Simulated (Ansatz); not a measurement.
Zn₂AsP₃

```cif
data_structure
_symmetry_space_group_name_H-M 'P 1'
_symmetry_Int_Tables_number 1
_cell_length_a 3.7147
_cell_length_b 7.4902
_cell_length_c 8.2032
_cell_angle_alpha 90.149
_cell_angle_beta 89.445
_cell_angle_gamma 115.466
_cell_volume 206.06
loop_
_atom_site_label
_atom_site_type_symbol
_atom_site_fract_x
_atom_site_fract_y
_atom_site_fract_z
_atom_site_occupancy
Zn1 Zn 0.27133 0.28224 0.85603 1
Zn2 Zn 0.75591 0.18860 0.17012 1
As1 As 0.96055 0.97809 0.50168 1
P1 P 0.42724 0.39423 0.31124 1
P2 P 0.74113 0.20301 0.67626 1
P3 P 0.87752 0.94350 0.98492 1
Zn3 Zn 0.27130 0.78225 0.85604 1
Zn4 Zn 0.75592 0.68859 0.17009 1
As2 As 0.96055 0.47811 0.50169 1
P4 P 0.42723 0.89421 0.31123 1
P5 P 0.74110 0.70302 0.67627 1
P6 P 0.87756 0.44349 0.98491 1
```

Space group P1; a structure from a database of computed crystals, not necessarily the ambient phase; started from the Sn2GeTe3-164 prototype, which need not be the ambient phase; changed on purpose from its base cell (shaken).

Computed with DFT, PBEsol, plane waves, PAW (Ansatz).

Core electrons are frozen (PAW), and the valence fields are smoothed inside the atomic spheres.

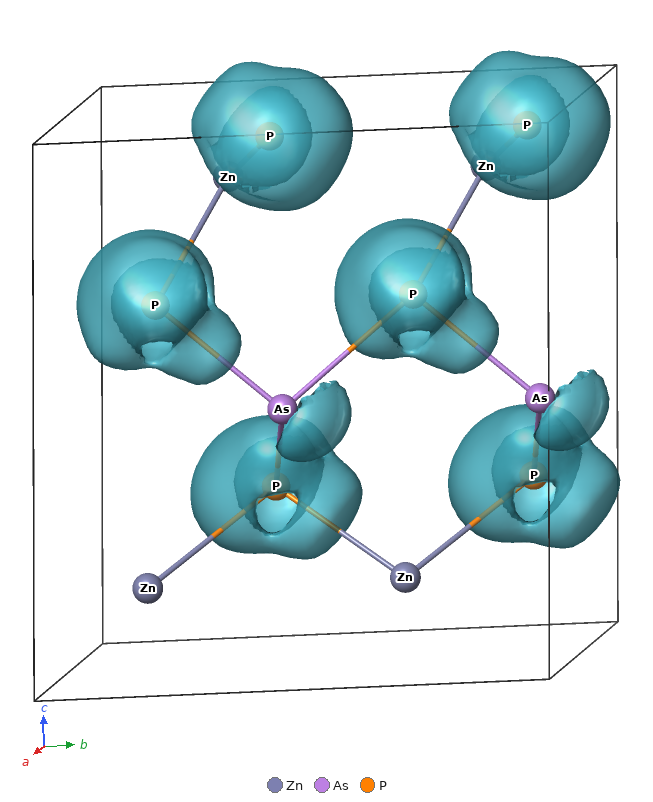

Figure 1. Isosurface of the ELF at 0.7 (cyan), seen slightly off an axis. Only the valence region is drawn (cores and ρ < 0.01 e/Å³ removed). Sticks mark near contacts.

### Where are the electrons localised?

At this value the surface marks out four regions on P in which the atom's valence shell and bonds are merged, two lobes on As, pointing away from the bonds (lone pairs) and two regions wrapped around P (the valence shell of each), counted in one cell of 12 atoms. Regions shared between cells count once. Along the contacts the grid gives the following. Zn–P (2.31 Å): the ELF peaks at about 0.90 in the valence shell of P, 0.8 Å from its nucleus, and is about 0.65 at the midpoint. As–P (2.35 Å): the ELF peaks at about 0.85 between the atoms: localised, covalent bonding.

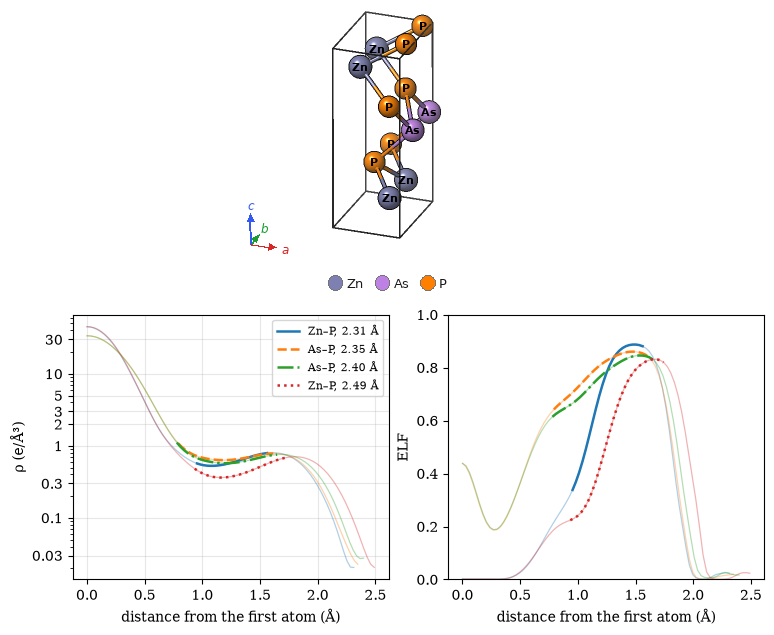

Figure 2. Valence charge density (pseudo) and electron localisation function along straight lines between neighbouring atoms. Thin, pale parts lie inside the atomic spheres. The structure is drawn too.

### Compare the contacts.

Zn–P (2.31 Å): the density is about 0.54 e/Å³ at the midpoint; the ELF peaks at about 0.90 in the valence shell of P, 0.8 Å from its nucleus, and is about 0.65 at the midpoint.
As–P (2.35 Å): ρ at the midpoint is about 0.63 e/Å³; the ELF peaks at about 0.85 between the atoms; localised, covalent bonding.
As–P (2.40 Å): ρ at the midpoint is about 0.57 e/Å³; the ELF peaks at about 0.85 between the atoms.
Zn–P (2.49 Å): ρ is about 0.37 e/Å³ halfway; the ELF peaks at about 0.85 in the valence shell of P, 0.8 Å from its nucleus, and is about 0.50 at the midpoint.
